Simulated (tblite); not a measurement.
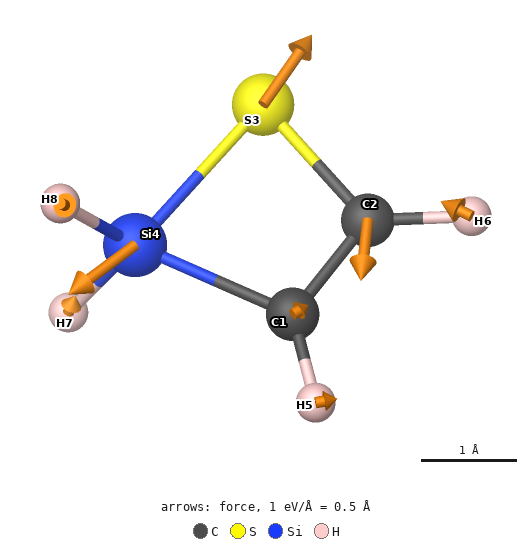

Starting geometry of C₂H₄SSi with the computed forces as orange arrows. The picture is a ball-and-stick view, seen at a tilt.

All numbers below come from GFN2-xTB geometry optimisation, gas phase (tblite). 

Question: What follows when this structure is relaxed?

Answer: It isn't relaxed: the largest force vector, on S3, is 1.96 eV/Å. The final displacements follow the starting forces only in part (cosine between the two patterns 0.53). The largest move after the best rigid fit is that of H5, 0.13 Å. By element the largest moves are H 0.13 Å, Si 0.09 Å, C 0.05 Å, S 0.05 Å. Some distances before and after: S3–Si4 2.108 → 2.222 Å, Si4–H8 1.490 → 1.454 Å, Si4–H7 1.478 → 1.454 Å, C2–H6 1.095 → 1.077 Å. Among the angles between lasting bonds that change: S3–C2–H6 127.4° → 120.1°, Si4–C1–H5 130.2° → 136.1°, C2–C1–H5 131.2° → 125.4°. The energy falls by 4.52 kcal/mol in 18 geometry steps. The run took 0.13 s on 1 thread of Arm Neoverse N1, on a shared host.
